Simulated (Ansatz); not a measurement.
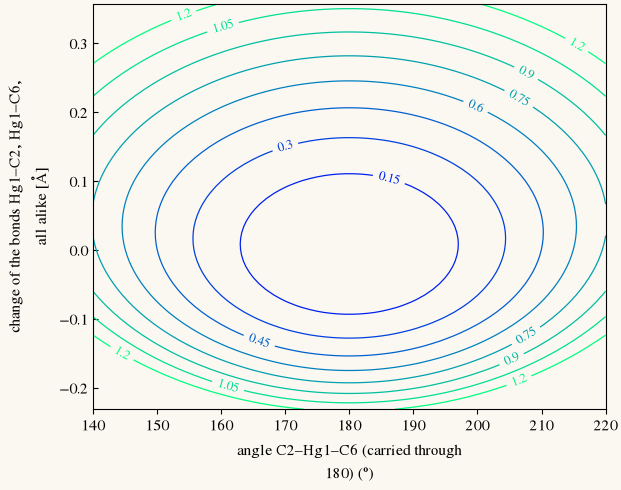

Energy landscape of HgMe2 (C2H6Hg). The first coordinate is: angle C2–Hg1–C6 (carried through 180); the second: change of the bonds Hg1–C2, Hg1–C6, all alike. Nothing is relaxed (all other coordinates rigid). Grid: 9 × 9 points. Points are written as (first, second). Energies: eV, counted from the relaxed molecule at the same level. Theory: RKS r2SCAN-D4/def2-TZVP (Ansatz 0.2.0).

In the figure: contour lines labelled in eV (none above 1.2). Between grid points the surface is interpolated. 

### What does the map say about the system?

The lowest grid point is at (180°, −0.011 Å), 0.0018 eV from the relaxed molecule at the same level. It is the only kind of minimum in the scanned range. The highest grid point, (220°, −0.231 Å), lies 2.23 eV above the lowest. Round the minimum the two coordinates are nearly uncoupled.

The values on the grid:

| second ↓, first → | 140 | 150 | 160 | 170 | 180 | 190 | 200 | 210 | 220 |
| --- | --- | --- | --- | --- | --- | --- | --- | --- | --- |
| 0.357 | 1.51 | 1.33 | 1.19 | 1.11 | 1.08 | 1.11 | 1.19 | 1.33 | 1.51 |
| 0.284 | 1.25 | 1.04 | 0.89 | 0.79 | 0.76 | 0.79 | 0.89 | 1.04 | 1.25 |
| 0.210 | 1.01 | 0.78 | 0.61 | 0.50 | 0.46 | 0.50 | 0.61 | 0.78 | 1.01 |
| 0.137 | 0.84 | 0.58 | 0.39 | 0.26 | 0.22 | 0.26 | 0.39 | 0.58 | 0.84 |
| 0.063 | 0.75 | 0.46 | 0.24 | 0.10 | 0.05 | 0.10 | 0.24 | 0.46 | 0.75 |
| −0.011 | 0.78 | 0.46 | 0.21 | 0.06 | 0.00 | 0.06 | 0.21 | 0.46 | 0.78 |
| −0.084 | 0.99 | 0.63 | 0.35 | 0.18 | 0.12 | 0.18 | 0.35 | 0.63 | 0.99 |
| −0.158 | 1.45 | 1.05 | 0.74 | 0.54 | 0.48 | 0.54 | 0.74 | 1.05 | 1.45 |
| −0.231 | 2.23 | 1.79 | 1.45 | 1.24 | 1.16 | 1.24 | 1.45 | 1.79 | 2.23 |

The whole map (81 points run) took 9.7 min on 1 thread of Arm Neoverse V2 (shared host).
